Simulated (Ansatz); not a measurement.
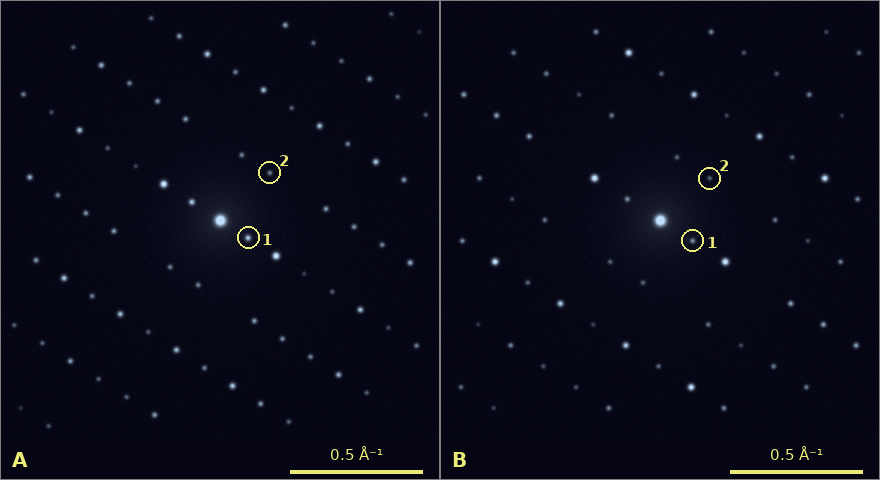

Kinematic electron diffraction patterns (200 kV, B = 0.5 Å², same scale) along [111] of the run's own cell, for the start and the end of one relaxation of Sr3Ru with DFT PBE, scalar-relativistic, plane waves, PAW (Ansatz 0.2.0). k mesh 6×6×8. The start is a generated model structure, and the relaxation ends in the nearest stationary point of its symmetry, not necessarily the ground state. Spot 1 is -1 1 0 and spot 2 is -1 0 1 in both.

Start structure:

```yaml
crystal:
  lattice:
    - [7.81644, 0.00000, 0.00000]
    - [-3.90822, 6.76924, 0.00000]
    - [0.00000, 0.00000, 5.03996]
  atoms:
    - { symbol: Sr, position: [0.81223, 0.62447, 0.25000] }
    - { symbol: Sr, position: [0.18777, 0.81223, 0.75000] }
    - { symbol: Sr, position: [0.37553, 0.18777, 0.25000] }
    - { symbol: Sr, position: [0.18777, 0.37553, 0.75000] }
    - { symbol: Sr, position: [0.81223, 0.18777, 0.25000] }
    - { symbol: Sr, position: [0.62447, 0.81223, 0.75000] }
    - { symbol: Ru, position: [0.33333, 0.66667, 0.25000] }
    - { symbol: Ru, position: [0.66667, 0.33333, 0.75000] }
```

Q: Which pattern belongs to the start structure, and which to the relaxed one?

A: B is the start: its cell gives d(1) = 6.769 Å, d(2) = 4.043 Å and an angle of 72.6°. A is the relaxed structure, with d(1) = 7.881 Å (+16.4 %), d(2) = 3.833 Å (-5.2 %) and 75.9°.

Q: Name reflections whose intensity changes strongly on relaxation.

A: 4 -3 -1 goes from 1.3 to 11 % of the strongest spot; 4 -4 0 goes from 17 to 2.8 % of the strongest spot; 1 -1 0 goes from 9.4 to 30 % of the strongest spot.

Q: Summarise the relaxation behind the change.

A: The volume changed by +18.0 % to 39.32 Å³ an atom; with the mean shift removed, the atoms moved by up to 0.23 Å relative to the cell (Sr most); the space group stayed P6_3/mmc (No. 194); the free energy fell by 14 meV an atom. Relaxed cell: a = 9.100 Å, b = 9.100 Å, c = 4.386 Å, α = 90.00°, β = 90.00°, γ = 120.00°.
